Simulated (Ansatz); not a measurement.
F3GeH···HCl

The calculation's input:

```
crystal:
  periodic: [false, false, false]
  atoms:
    - { symbol: Ge, position_ang: [-0.516025, 0.636996, 0.325896] }
    - { symbol: Cl, position_ang: [1.299948, -1.812343, -1.446183] }
    - { symbol: F, position_ang: [-0.962341, 0.681043, -1.330303] }
    - { symbol: F, position_ang: [-1.969348, 0.348309, 1.204014] }
    - { symbol: F, position_ang: [-0.017023, 2.235126, 0.729593] }
    - { symbol: H, position_ang: [1.61596, -1.71803, -0.178346] }
    - { symbol: H, position_ang: [0.548929, -0.371101, 0.695329] }
basis:
  gaussian: { orbitals: def2-SVP }
hamiltonian:
  xc: b3lyp
  dispersion: d4
relax:
  f_tol: 0.03
  max_steps: 50
output:
  orbitals: {}
```

Command:

```sh
ansatz run input.yaml --threads 2 --pin off --max-ram 3072MiB --backend cpu --events-out ev --progress --plain --runs-dir out
```

The fields are those of the relaxed geometry.

Computed with Ansatz 0.2.0, RKS B3LYP-D4/def2-SVP.

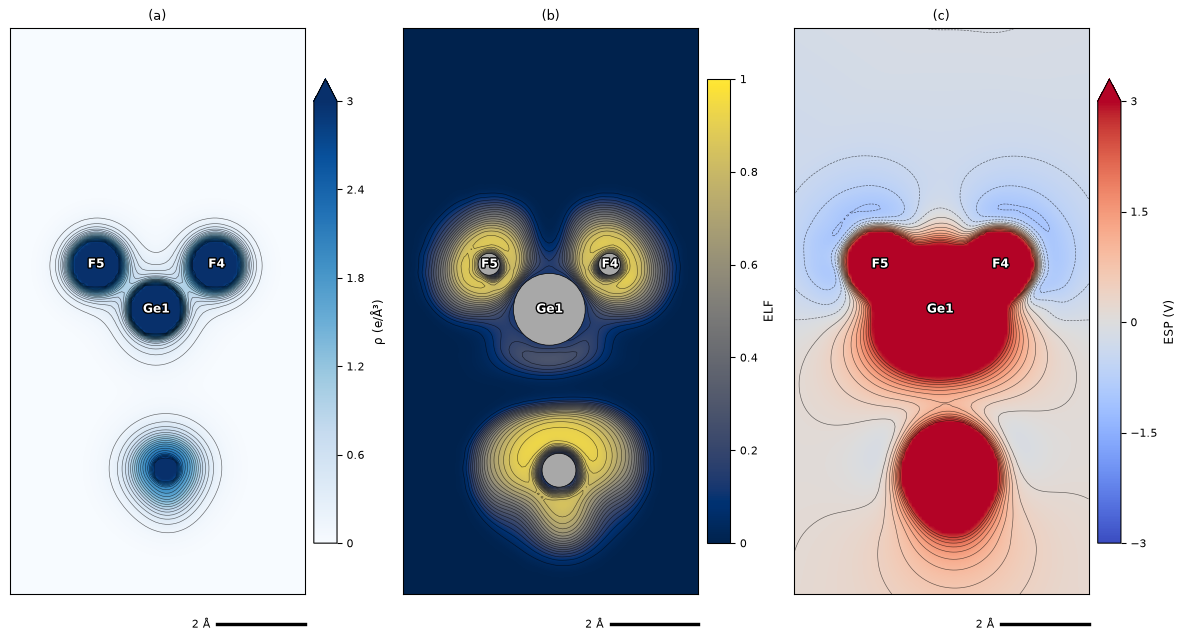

Figure 1. (a) electron density; (b) electron localisation function; (c) electrostatic potential on the plane of atoms F4, Ge1 and F5. Grey discs cover the atomic cores in the ELF map.

> What does the map show?

The section cuts through Ge and F sites. Ge–F (1.72 Å): ρ at the midpoint is about 0.95 e/Å³; the ELF peaks at about 0.80 in the valence shell of F, 0.5 Å from its nucleus, and is about 0.20 at the midpoint. The ELF also peaks beside F4 and F5, away from the bonds: lone-pair regions. Outside the dense part of the complex the potential is most negative (−1.0 V) near F4.

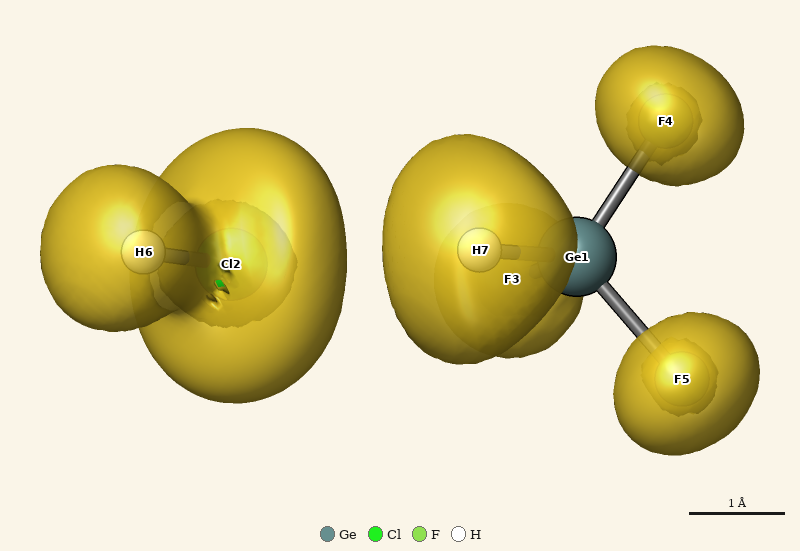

Figure 2. Isosurface of the ELF at 0.75 (yellow), seen from one side. Core shells and regions of very low density are left out.

> Identify the bonds, lone pairs and shells in this picture.

The surface consists of one region around a hydrogen nucleus, three regions wrapped around F (the valence shell of each) and one joined region spread over several atoms (Cl, H), in which their bonds and any lone pairs are merged.


Ge1···Cl2 (3.70 Å): the ELF dips to about 0 between them (a non-bonded, intermolecular contact).

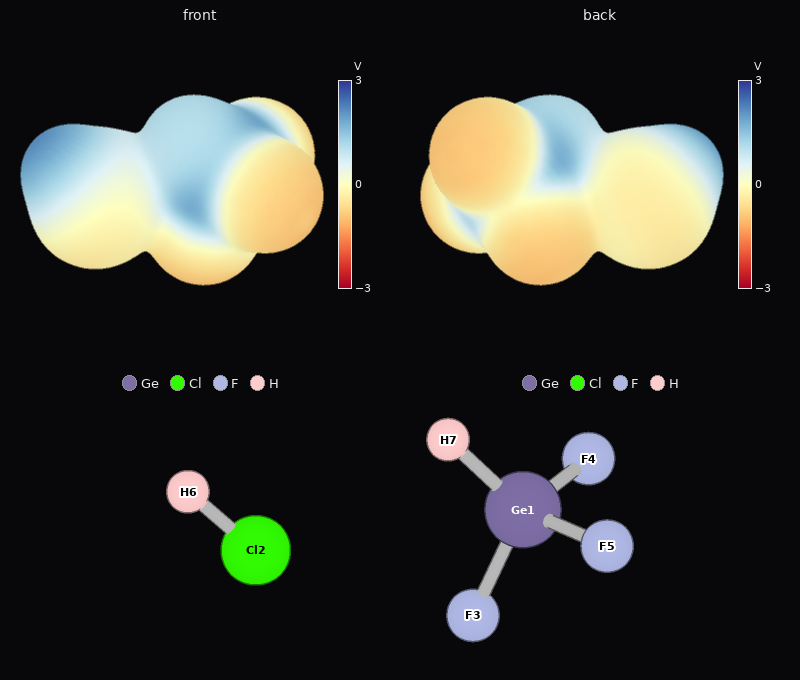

Figure 3. The molecular electrostatic potential painted on the density surface at 0.001 e/bohr³, seen from the front and from behind; the colour scale runs from red (negative) to blue (positive). The bare structure is drawn below in the same view.

> Describe the electrostatic potential map.

The most negative region (about −0.9 V) lies over F3, F4 and F5, the most positive (about +2.0 V) over H6.
